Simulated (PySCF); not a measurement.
C4H9FO2Si (SMILES CC(C)OC(=O)[SiH2]F)

The calculation's input:

```
{"job": {"kind": "uv", "xc": "CAM-B3LYP", "basis": "def2-SVPD", "nstates": 8, "ntriplets": 3}, "charge": 0, "multiplicity": 1}
C     -1.967048     0.278159    -0.948348
C     -1.011071    -0.280068     0.094530
C     -1.261674     0.304606     1.479559
O      0.324502     0.055034    -0.332533
C      1.333716    -0.713299     0.063767
O      1.210573    -1.699122     0.750328
Si     2.969722    -0.019790    -0.659552
F      2.919772     1.568440    -0.409496
H     -1.867017     1.359411    -0.995882
H     -1.741707    -0.136193    -1.927633
H     -2.990120     0.026274    -0.683685
H     -1.077542    -1.375320     0.138800
H     -1.133971     1.384610     1.453725
H     -2.273349     0.070918     1.798736
H     -0.561351    -0.117969     2.196408
H      2.999348    -0.182098    -2.103962
H      4.120220    -0.511563     0.075328
```

Run with:

```sh
OMP_NUM_THREADS=1 python probes_run.py task.json out
```

Geometry: GFN2-xTB.

The calculation used CAM-B3LYP/def2-SVPD, SCF density, gas phase (PySCF).

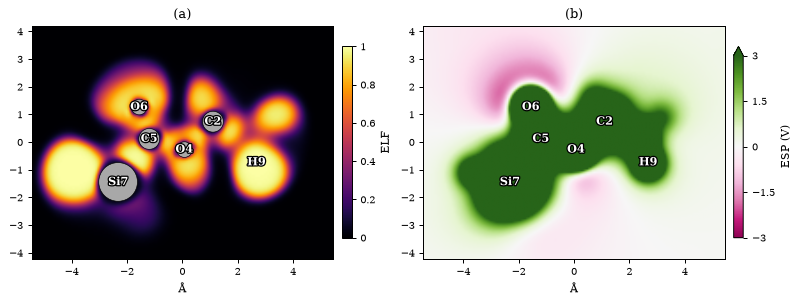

Figure 1. (a) ELF; (b) molecular electrostatic potential on the plane of atoms C2, O4 and C5. Grey discs cover the atomic cores in the ELF map.

### Read the bonding off the picture.

The section cuts through C, O, Si and H sites.
C–O (1.21 Å): the ELF peaks at about 0.85 between the atoms: a multiple bond.
C–Si (1.92 Å): the ELF peaks at about 1 between the atoms; localised, covalent bonding.
C–O (1.33 Å): the ELF peaks at about 0.90 between the atoms: a polar covalent bond.
The ELF also peaks beside O4 and O6, away from the bonds: lone-pair regions.
Outside the dense part of the molecule the potential is most negative (−1.9 V) near O6.

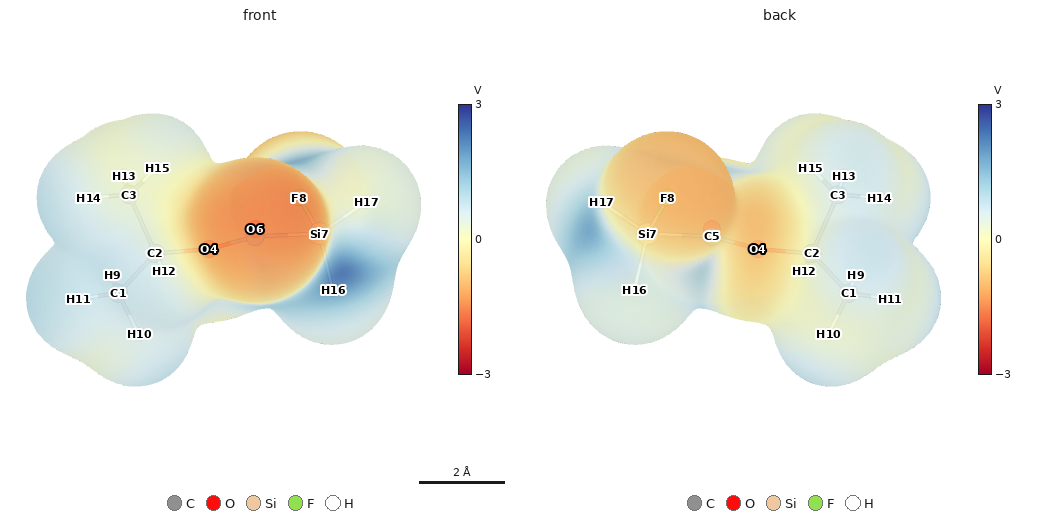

Figure 2. The molecular electrostatic potential painted on the density surface at 0.002 e/bohr³, seen from the front and from behind; red is negative and blue positive.

### Describe the electrostatic potential map.

The most negative region (about −1.5 V) lies over O6, the most positive (about +2.1 V) over Si7. O6 is the likeliest acceptor of a hydrogen bond.

### How polar is the molecule by this calculation?

Its dipole moment is 1.63 D.
